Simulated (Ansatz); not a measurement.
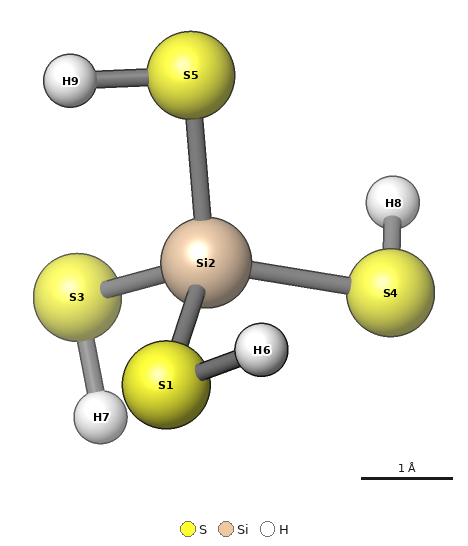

Figure 1. The structure (ball-and-stick view, seen at an oblique angle; atoms are numbered from 1 in the order of the input). Bond lengths as drawn: H–S 1.35 Å and S–Si 2.13 Å.

## Two runs on SiH4S4

System: SiH4S4, SMILES S[Si](S)(S)S.
Method of run A: RKS B2PLYP (frozen core)/def2-TZVPP (Ansatz 0.2.0).

The geometry comes from this level: PBE0-D4/def2-TZVP. Text and figures count atoms from 1; the logs count them from 0 in places.

Input, run A:
```yaml
crystal:
  periodic: [false, false, false]
  atoms:
    - {symbol: S, position_ang: [-0.675836, 1.025803, -1.730569]}
    - {symbol: Si, position_ang: [0.009825, -0.005185, -0.002010]}
    - {symbol: S, position_ang: [2.107070, 0.327208, 0.107810]}
    - {symbol: S, position_ang: [-0.587219, -2.032964, -0.231606]}
    - {symbol: S, position_ang: [-0.803903, 0.658441, 1.846894]}
    - {symbol: H, position_ang: [-1.942739, 0.590041, -1.603903]}
    - {symbol: H, position_ang: [2.332426, -0.076659, -1.155955]}
    - {symbol: H, position_ang: [-0.126489, -2.403964, 0.977168]}
    - {symbol: H, position_ang: [-0.224535, 1.870979, 1.775067]}
basis:
  gaussian: {orbitals: def2-TZVPP}
hamiltonian: {xc: {name: B2PLYP}}
```

Hardware: 4 CPU threads, shared host.

Output (run A):
```
Functional definition: B2PLYP
  parameter a = 0.53
  parameter c = 0.27
  exchange = (1 - a)*b88_x + a*exact_x
  correlation = (1 - c)*lyp_c + c*(mp2_os + mp2_ss)
1509 factors; integrals over basis functions are off by at most 1.0e-3 eV
mean field evaluation 1: about -51263.4781 eV, gradient 2.0e1 eV
mean field evaluation 2: about -51263.7394 eV, gradient 2.1e1 eV
mean field evaluation 4: about -51265.0060 eV, gradient 2.6e0 eV
mean field evaluation 8: about -51265.0285 eV, gradient 3.7e-2 eV
mean field evaluation 16: about -51265.0285 eV, gradient 1.2e-5 eV
mean field -51265.02848036 eV, -1883.9550479689 hartree, gradient 5.2e-6 eV, S^2 0.000000; 0 other end points of the search recorded, 0 dependent functions left out
25 core orbitals not correlated: weight in the atoms' cores, before any rotation towards them, 1.000 or more for the frozen orbitals, at most 0.000 for the correlated occupied ones
reference -51265.02865096 eV, -1883.9550542382 hartree; 16, 16 occupied and 225, 225 virtual orbitals, 1509 factors
second order -27.94569233 eV of doubles, -0.00000000 eV of singles
Total energy: -51272.57398789 eV, -1884.2323402559 hartree
```

The input of run B differs as follows (lines with − go, lines with + come):
```diff
-hamiltonian: {xc: {name: B2PLYP}}
+hamiltonian: {xc: {name: PBE-QIDH}}
```

How does run B compare with run A?

The total energies belong to different methods, so their difference says nothing on which is more stable or more accurate. The functional changes from B2PLYP to PBE-QIDH.

Output (run B):
```
Functional definition: PBE-QIDH
  parameter a = 3^(-1/3)
  parameter c = 1/3
  exchange = (1 - a)*pbe_x + a*exact_x
  correlation = (1 - c)*pbe_c + c*(mp2_os + mp2_ss)
1509 factors; integrals over basis functions are off by at most 1.0e-3 eV
mean field evaluation 1: about -51249.5348 eV, gradient 1.9e1 eV
mean field evaluation 2: about -51249.8652 eV, gradient 2.0e1 eV
mean field evaluation 4: about -51251.2081 eV, gradient 3.0e0 eV
mean field evaluation 8: about -51251.2420 eV, gradient 4.4e-2 eV
mean field evaluation 16: about -51251.2420 eV, gradient 4.5e-5 eV
mean field -51251.24202381 eV, -1883.4484050353 hartree, gradient 5.1e-6 eV, S^2 0.000000; 0 other end points of the search recorded, 0 dependent functions left out
25 core orbitals not correlated: weight in the atoms' cores, before any rotation towards them, 1.000 or more for the frozen orbitals, at most 0.000 for the correlated occupied ones
reference -51251.24203558 eV, -1883.4484054679 hartree; 16, 16 occupied and 225, 225 virtual orbitals, 1509 factors
second order -25.82987846 eV of doubles, -0.00000000 eV of singles
Total energy: -51259.85199507 eV, -1883.7648156431 hartree
```

The two runs side by side:

| quantity | run A | run B |
| --- | --- | --- |
| outcome | converged | converged |
| total energy (hartree) | −1884.232340 | −1883.764816 |
| basis functions | 266 | 266 |
| wall time (shared host) | 9 s | 9.1 s |
